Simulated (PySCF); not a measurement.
## Electronic structure of C$_{6}$H$_{10}$O$_{2}$Si$_{2}$ in real space

Input file:

```
{"job": {"kind": "nmr", "xc": "PBE0", "basis": "pcSseg-1"}, "charge": 0, "multiplicity": 1}
O      2.054370     1.590720    -0.078274
C      2.921344     0.801912     0.213238
C      2.858314    -0.636029    -0.137368
C      1.410469    -1.097064     0.106399
O      1.186781    -2.051143     0.804077
Si     0.071195     0.012496    -0.708476
C     -1.419897    -1.123304    -0.960501
C     -2.568924    -0.792873    -0.381806
C     -2.764921     0.427841     0.463872
Si    -1.127466     1.404722     0.687398
H      3.792727     1.121473     0.809677
H      3.015033    -0.754474    -1.210882
H      3.583623    -1.236394     0.412283
H      0.617777     0.383838    -2.022739
H     -1.372549    -2.025648    -1.553828
H     -3.451726    -1.414292    -0.499866
H     -3.535736     1.047390    -0.001577
H     -3.183240     0.118988     1.424639
H     -1.318241     2.786897     0.239515
H     -0.774080     1.445622     2.113010
```

Command:

```sh
OMP_NUM_THREADS=1 python probes_run.py task.json out
```

Geometry: GFN2-xTB.

All numbers below come from PySCF, PBE0/pcSseg-1, SCF density, gas phase, non-relativistic.

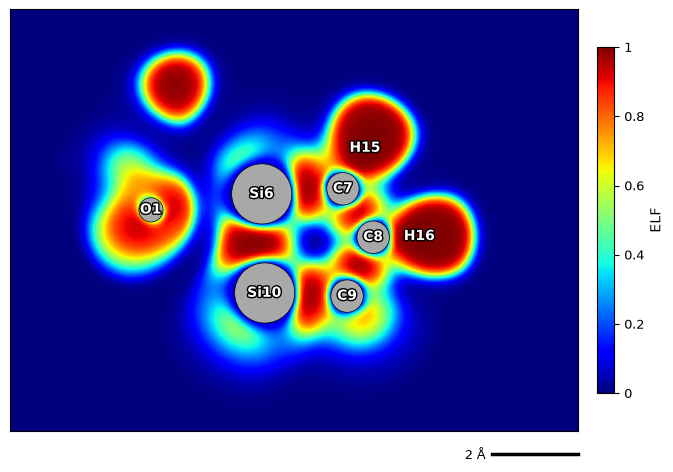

Figure 1. ELF on the plane of atoms C9, C8 and H16. Grey discs cover the atomic cores.

Q: Interpret the plot.

A:
- The section cuts through O, Si, C and H sites.
- C–C (1.33 Å): the ELF peaks at about 0.90 between the atoms (a short, multiple covalent bond).
- C–Si (1.89 Å): the ELF peaks at about 0.95 between the atoms: localised, covalent bonding.
- Si–Si (2.31 Å): the ELF peaks at about 1 between the atoms: a shared electron pair.
- C–H (1.08 Å): the ELF climbs to about 1 towards the hydrogen, as it does in any bond to H (an ordinary covalent bond to hydrogen).
- C–C (1.50 Å): the ELF peaks at about 0.95 between the atoms (a shared electron pair).
- The ELF also peaks beside O1, away from the bonds: lone-pair regions.

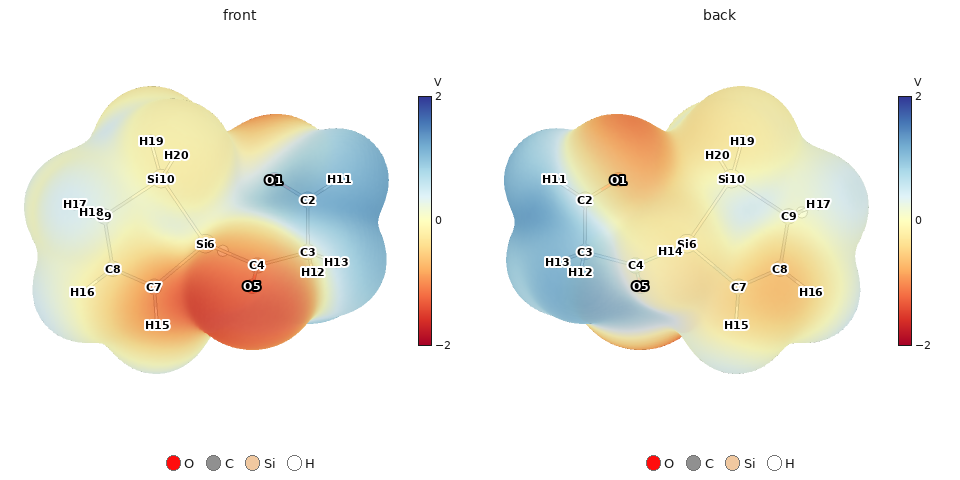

Figure 2. The electrostatic potential painted on the density surface at 0.001 e/bohr³, seen from the front and from behind; the colour scale runs from red (negative) to blue (positive).

Q: Where is the surface potential most negative and most positive?

A: The most negative region (about −1.5 V) lies over O5, the most positive (about +1.2 V) over the C and H atoms. O5 is the likeliest acceptor of a hydrogen bond.

Q: What dipole moment does the calculation give?

A: Its dipole moment is 2.01 D.
